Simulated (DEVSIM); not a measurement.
Device: Pd/SiO2/p-Ge capacitor, at 400 K.

| layer (left to right) | material | thickness (nm) | Na (cm⁻³) |
|---|---|---|---|
| 1 | SiO2 | 1.60 | - |
| 2 | Ge | 2900 | 4.2e16 |

Metal gate on the left, work function 5.2 eV. Fixed charge at the semiconductor interface -1.44e12 cm⁻² (in units of +e); no interface traps.

Constants are typed, rounded textbook-type inputs, not results; the design itself was drawn at random and stands for no fabricated device. Values at 300 K; Nc and Nv go as T^1.5, mobilities as T to minus their exponent, the gap by Varshni's rule with the affinity fixed.

```tsv
parameter	SiO2	Ge
gap (eV)	9	0.664
affinity (eV)	0.9	4
permittivity	3.9	16
Nc (cm⁻³)	-	1.04e19
Nv (cm⁻³)	-	6e18
Varshni α (eV/K)	-	0.000477
Varshni β (K)	-	235
```

Simulated with DEVSIM: 1D Poisson equation in equilibrium, Boltzmann statistics, complete ionisation; no quantum confinement or tunnelling. Metal contacts follow the ideal Schottky-Mott rule: no Fermi-level pinning, no interface dipoles.

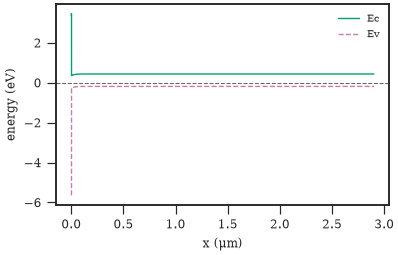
Fig. 1. Band edges at 0.95 V on the gate

Energies count from the Fermi level of the right contact; mesh points crowd at the junctions.

| x (μm) | Ec (eV) | Ev (eV) | n (cm⁻³) | p (cm⁻³) | field (V/cm) |
|---|---|---|---|---|---|
| 0.000 | 3.350 | -5.650 | < 1e2 | < 1e2 | 750000 |
| 0.0007098 | 3.403 | -5.597 | < 1e2 | < 1e2 | 750000 |
| 0.001288 | 3.446 | -5.554 | < 1e2 | < 1e2 | 750000 |
| 0.002182 | 0.370 | -0.254 | 3.5e14 | 5.9e15 | 19000 |
| 0.004790 | 0.375 | -0.249 | 3.0e14 | 6.8e15 | 18000 |
| 0.009005 | 0.382 | -0.242 | 2.4e14 | 8.3e15 | 16000 |
| 0.01789 | 0.396 | -0.229 | 1.7e14 | 1.2e16 | 13000 |
| 0.04398 | 0.420 | -0.204 | 8.2e13 | 2.5e16 | 6200 |
| 0.08913 | 0.435 | -0.190 | 5.4e13 | 3.8e16 | 1300 |
| 0.1751 | 0.438 | -0.186 | 4.8e13 | 4.2e16 | 57 |
| 0.3561 | 0.438 | -0.186 | 4.8e13 | 4.2e16 | ≈ 0 |
| 0.8881 | 0.438 | -0.186 | 4.8e13 | 4.2e16 | ≈ 0 |
| 1.718 | 0.438 | -0.186 | 4.8e13 | 4.2e16 | ≈ 0 |
| 2.301 | 0.438 | -0.186 | 4.8e13 | 4.2e16 | ≈ 0 |
| 2.670 | 0.438 | -0.186 | 4.8e13 | 4.2e16 | ≈ 0 |
| 2.784 | 0.438 | -0.186 | 4.8e13 | 4.2e16 | ≈ 0 |
| 2.845 | 0.438 | -0.186 | 4.8e13 | 4.2e16 | ≈ 0 |
| 2.873 | 0.438 | -0.186 | 4.8e13 | 4.2e16 | ≈ 0 |
| 2.891 | 0.438 | -0.186 | 4.8e13 | 4.2e16 | ≈ 0 |
| 2.897 | 0.438 | -0.186 | 4.8e13 | 4.2e16 | ≈ 0 |
| 2.900 | 0.438 | -0.186 | 4.8e13 | 4.2e16 | ≈ 0 |
| 2.902 | 0.438 | -0.186 | 4.8e13 | 4.2e16 | ≈ 0 |
